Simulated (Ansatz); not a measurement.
**CCSD(T)/3-21G run of SiH4 (silane)**

Aim: the vertical singlet–triplet gap of SiH4 (silane) at CCSD(T)/3-21G, from 2 runs. 

Program for the calculation: Ansatz 0.2.0.

53 further runs of the same task are left out: 2 that didn't finish, 51 set aside as unsound or not needed.

**1. The structure to begin with**

SiH4: 5 atoms, total charge 0, spin state singlet. SMILES: `[SiH4]`. Geometry: relaxed at PBE0-D4/def2-TZVP.

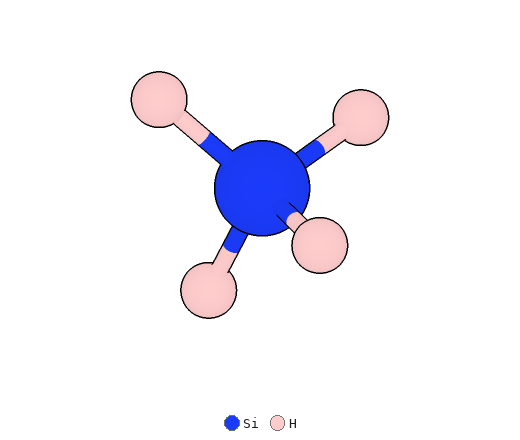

Viewed from a chosen angle; silicon blue, hydrogen pink.

**2. The energy at CCSD(T)/3-21G**

Input file input.yaml:

```yaml
crystal:
  periodic: [false, false, false]
  atoms:
    - symbol: Si
      position_ang: [-0.000000, 0.000000, -0.000100]
    - symbol: H
      position_ang: [0.967600, -0.688400, 0.890900]
    - symbol: H
      position_ang: [-1.331000, 0.044900, 0.656000]
    - symbol: H
      position_ang: [-0.105100, -0.740300, -1.282600]
    - symbol: H
      position_ang: [0.468500, 1.383800, -0.264200]
basis:
  gaussian: {orbitals: 3-21G.json}
correlation: {method: ccsd_t, frozen_orbitals: {H: 0, Si: 5}}
scf: {omitted_lower_state_checks: [cluster_reference, increment]}
accuracy: high
```

The basis set 3-21G is read from a file made from the Basis Set Exchange's data (not shown).

On the command line:

```console
ansatz run input.yaml --threads 1 --pin off --max-ram 2610MiB --events-out events.jsonl --progress --plain --runs-dir runs
```

What it wrote, shortened:

```text
Warning: RAYON_NUM_THREADS=1 ignored (pool sized by the plan → 1); use --threads N
Functional definition: HF
  name "HF"
[...]
426 factors; integrals over basis functions are off by at most 2.7e-9 eV
[...]
mean field -7882.78420385 eV, -289.6869763486 hartree, gradient 2.9e-8 eV, S^2 0.000000; 0 other end points of the search recorded, 0 dependent functions left out
5 core orbitals not correlated: weight in the atoms' cores, before any rotation towards them, 1.000 or more for the frozen orbitals, at most 0.000 for the correlated occupied ones
reference -7882.78420385 eV, -289.6869763486 hartree; 4, 4 occupied and 12, 12 virtual orbitals, 426 factors
second order -1.71923759 eV of doubles, -0.00000000 eV of singles
cycle   1  -2.14425960 eV  change   -4.3e-1 eV  update   5.2e-2
[...]
cycle  17  -2.35081122 eV  change  -3.7e-10 eV  update  3.2e-10
perturbative correction -0.02448915 eV, -0.0008999597 hartree
Total energy: -7885.15950422 eV, -289.7742670271 hartree
Checks for a lower state left out: cluster_reference, increment
```

Wall time 0.14 s (1 thread of Arm Neoverse V1, shared host).

**3. The triplet**

Input file input.yaml:

```yaml
basis:
  gaussian:
    orbitals: 3-21G.json
crystal:
  periodic: [false, false, false]
  atoms:
    - symbol: Si
      position_ang: [-0.000000, 0.000000, -0.000100]
    - symbol: H
      position_ang: [0.967600, -0.688400, 0.890900]
    - symbol: H
      position_ang: [-1.331000, 0.044900, 0.656000]
    - symbol: H
      position_ang: [-0.105100, -0.740300, -1.282600]
    - symbol: H
      position_ang: [0.468500, 1.383800, -0.264200]
magnetization:
  spin_polarized: true
  initial_magnetization: 2
correlation:
  method: ccsd_t
  frozen_orbitals: {H: 0, Si: 5}
accuracy: high
scf:
  omitted_lower_state_checks: [cluster_reference, increment]
```

The basis set 3-21G is read from a file made from the Basis Set Exchange's data (not shown).

On the command line:

```console
ansatz run input.yaml --threads 1 --pin off --max-ram 2610MiB --events-out events.jsonl --progress --plain --runs-dir runs
```

What it wrote, shortened:

```text
Warning: RAYON_NUM_THREADS=1 ignored (pool sized by the plan → 1); use --threads N
[... 2 set-up lines as earlier in the session ...]
[...]
426 factors; integrals over basis functions are off by at most 2.7e-9 eV
[...]
mean field -7873.70069759 eV, -289.3531636503 hartree, gradient 2.7e-8 eV, S^2 2.004025; 8 other end points of the search recorded, 0 dependent functions left out
5 core orbitals not correlated: weight in the atoms' cores, before any rotation towards them, 1.000 or more for the frozen orbitals, at most 0.000 for the correlated occupied ones
reference -7873.70069759 eV, -289.3531636503 hartree; 5, 3 occupied and 11, 13 virtual orbitals, 426 factors
second order -1.53565132 eV of doubles, -0.00000000 eV of singles
cycle   1  -1.93627560 eV  change   -4.0e-1 eV  update   5.7e-2
[...]
cycle  39  -2.23484418 eV  change   7.1e-11 eV  update  9.5e-10
perturbative correction -0.06692003 eV, -0.0024592658 hartree
Total energy: -7876.00246180 eV, -289.4377519248 hartree
Checks for a lower state left out: cluster_reference, increment
```

It took 0.44 s on 1 thread of Arm Neoverse V1, shared host.

**4. What came out**

Level: CCSD(T)/3-21G, 5 core orbitals frozen.

```
                                            quantity          value
                               singlet: total energy  -289.77427 Eh
singlet: correlation energy (5 core orbitals frozen)      -87.3 mEh
                             singlet: (T) correction      -0.90 mEh
                              singlet: T1 diagnostic          0.008
                               triplet: total energy  -289.43775 Eh
triplet: correlation energy (5 core orbitals frozen)      -84.6 mEh
                             triplet: (T) correction      -2.46 mEh
          triplet: ⟨S²⟩ of the reference determinant          2.004
                              triplet: T1 diagnostic          0.027
    vertical energy of the triplet above the singlet       9.157 eV
```

**Reading.** At this shape the triplet lies 9.16 eV (884 kJ/mol) above the singlet. The triples (singlet) make up 1.0 % of the correlation energy. The triples (triplet) make up 2.9 % of the correlation energy.
